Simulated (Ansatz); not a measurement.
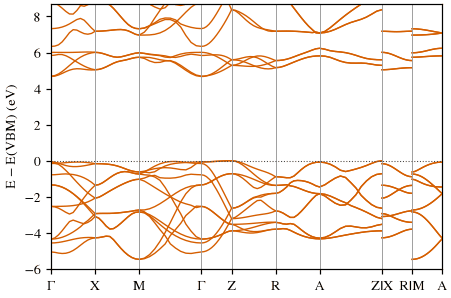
Band structure from PBE (plane waves, PAW; program Ansatz)

Q: Read off the gap and where the band edges lie.

A: About 4.7 eV (4.67 eV by a search for the band edges); maximum at Z, minimum at Γ.

The material is HfO2 in space group P4_2/nmc (No. 137; Hf on 2a, O on 4d).

This is a known high-temperature phase of the composition, computed here at zero pressure and temperature. The PBE relaxation kept the symmetry of its start; whether a distortion lowers the energy is not shown. No spin polarisation was allowed. Scalar-relativistic: spin–orbit coupling is off unless named, which matters more the heavier the elements.

Potentials: the earlier of the program's two PAW sets.
